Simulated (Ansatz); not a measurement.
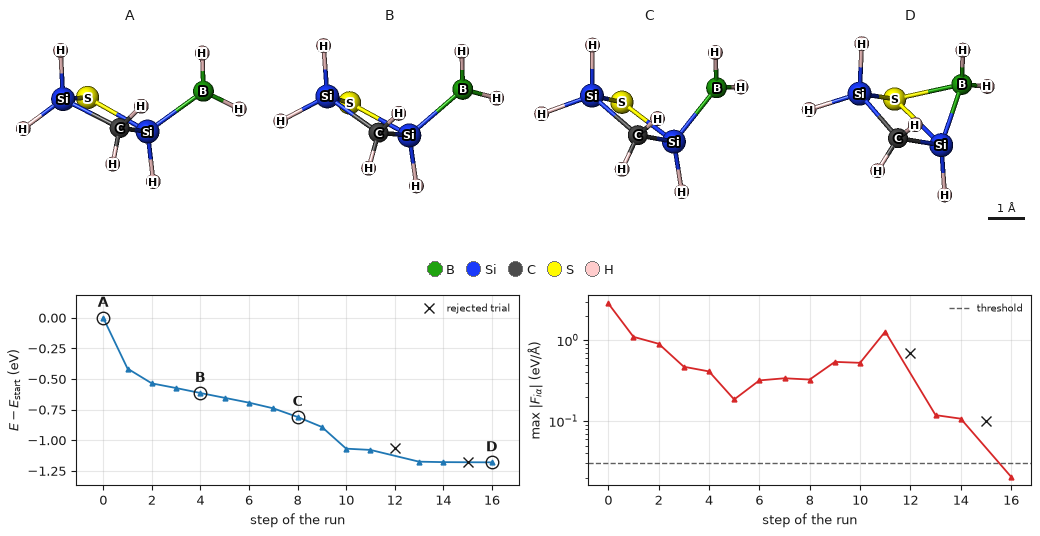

Frames of a relaxation of CH$_{7}$BSSi$_{2}$ (coarse preliminary run), marked on the history of the run. The picture is a ball-and-stick view, seen at a tilt.

The start comes from a force field.

All numbers below come from RKS PBE-D4/def2-SVP in Ansatz 0.2.0. Set-up: force threshold 0.03 eV/Å; at most 200 steps.

### What happens along the run?

The largest move after the best rigid fit is that of an H atom, 1.36 Å. Largest moves by element: H 1.36 Å, S 0.77 Å, Si 0.72 Å, B 0.69 Å, C 0.40 Å. Some distances before and after: B–S 3.395 → 2.047 Å, S–Si 2.167 → 2.339 Å, B–H 1.115 → 1.219 Å, H–Si 1.402 → 1.501 Å. Bond angles that change, for instance: B–Si–S 111.2° → 56.0°, B–Si–H 117.3° → 130.7°, H–Si–H 119.3° → 111.1°. Over 14 accepted moves (16 points after the start) the energy falls by 1.179 eV. Largest force component: 2.9 eV/Å at the start, 0.021 eV/Å at the end. The line search rejected the trial steps at points 12, 15 of the run. From step 0 to 4: an H atom moves most (0.47 Å), energy −0.613 eV. From step 4 to 8: an H atom moves most (0.65 Å), energy −0.196 eV. From step 8 to 16: the B atom moves most (0.44 Å), energy −0.370 eV.
